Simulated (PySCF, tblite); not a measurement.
# C₆H₉BN₂: geometry, infrared bands and NMR shifts

What infrared bands and NMR shifts should C₆H₉BN₂ (`C#C[B@H-](C#N)[NH2+]CC=C`) show?

Programs: tblite 0.8.0 and PySCF 2.14.0, with density-fitted response routines of our own. Each step states its level of theory. These are calculated values for one molecule in the gas phase, unless marked as measured. Atoms are numbered from 0 throughout.

## Step 1: The starting structure

18 atoms, charge 0, multiplicity 1; geometry from: force field or distance geometry start.

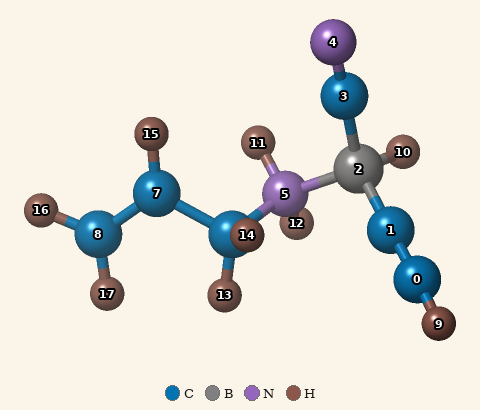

As it starts; carbon blue, boron grey, nitrogen purple, hydrogen brown, atoms numbered.

## Step 2: Geometry optimisation with GFN2-xTB

What the job is given:

```
{"job": {"kind": "relax", "xc": "GFN2-xTB", "basis": "xTB"}, "charge": 0, "multiplicity": 1}
C      2.802800    -1.747700    -0.139900
C      2.243300    -0.702400    -0.427900
B      1.561200     0.598600    -0.793700
C      1.735100     1.585800     0.390500
N      1.866400     2.301400     1.310900
N      0.088100     0.405200    -1.115700
C     -0.623600    -0.478600    -0.254700
C     -1.823500     0.279900     0.254200
C     -3.018400    -0.241100    -0.038900
H      3.263900    -2.679700     0.122200
H      2.067500     1.102700    -1.755000
H     -0.352400     1.366800    -1.018900
H     -0.053100     0.164200    -2.122500
H     -0.979400    -1.399000    -0.801800
H     -0.052300    -0.799400     0.627500
H     -1.696600     1.192000     0.828700
H     -3.957700     0.222400     0.270700
H     -3.080100    -1.164800    -0.612100
```

On the command line:

```sh
OMP_NUM_THREADS=1 python probes_run.py task.json out
```

One launch serves the whole session: the jobs run in the order shown.

**Question.** This job is followed by: GFN2-xTB harmonic vibrations, gas phase; GIAO PBE0/pcSseg-1 NMR shielding, non-relativistic, gas phase. Predict these results of the whole session: strongest single infrared mode (GFN2-xTB); zero-point energy (GFN2-xTB); ¹³C shifts against TMS (PBE0/pcSseg-1); ¹H shifts against TMS (PBE0/pcSseg-1); ¹¹B shifts against BF3·OEt2 (PBE0/pcSseg-1); ¹⁵N shifts against NH3 (PBE0/pcSseg-1); surface potential, least and greatest.

**Answer**, as computed:

```
                                   quantity                                                     value
  strongest single infrared mode (GFN2-xTB)                                     2430 cm⁻¹, 208 km/mol
               zero-point energy (GFN2-xTB)                                             87.0 kcal/mol
     ¹³C shifts against TMS (PBE0/pcSseg-1)                 141.4, 132.6, 129.5, 95.5, 95.1, 50.1 ppm
      ¹H shifts against TMS (PBE0/pcSseg-1)  6.04, 5.90, 5.77, 4.37, 4.19, 2.85, 2.82, 2.58, 1.81 ppm
¹¹B shifts against BF3·OEt2 (PBE0/pcSseg-1)                                                 -28.7 ppm
     ¹⁵N shifts against NH3 (PBE0/pcSseg-1)                                           336.4, 71.7 ppm
      surface potential, least and greatest                                        -2.15 V and 2.68 V
```

What this shows: Relaxing lowered the energy by 0.660 eV in 147 steps; the close pair that moved most is B2–N5, from 1.520 to 1.652 Å. No mode is imaginary among the 48: a minimum at this level. The strongest single mode, at 2430 cm⁻¹, moves mainly H10. GFN2-xTB is a fitted tight-binding method: band positions and strengths are rough. Its intensities can rank the bands wrongly. The most deshielded carbon is C7 (alkene CH), at 141.4 ppm: an sp2 carbon of a C=C bond. H15 (hydrogen on an alkene CH) lies farthest downfield among hydrogen, at 6.04 ppm; attached to an sp2 carbon and in the plane of the double bond. At PBE0/pcSseg-1: The widest tensor belongs to N4: span 534 ppm, with a paramagnetic part of -408 ppm. At PBE0/pcSseg-1, counted by nearest atom on the grid, the HOMO lies on C0, C1 about 39 % each; H10 9 %, the LUMO on C7, C8 about 25 % each; H15, H16, H17 about 7 % each.
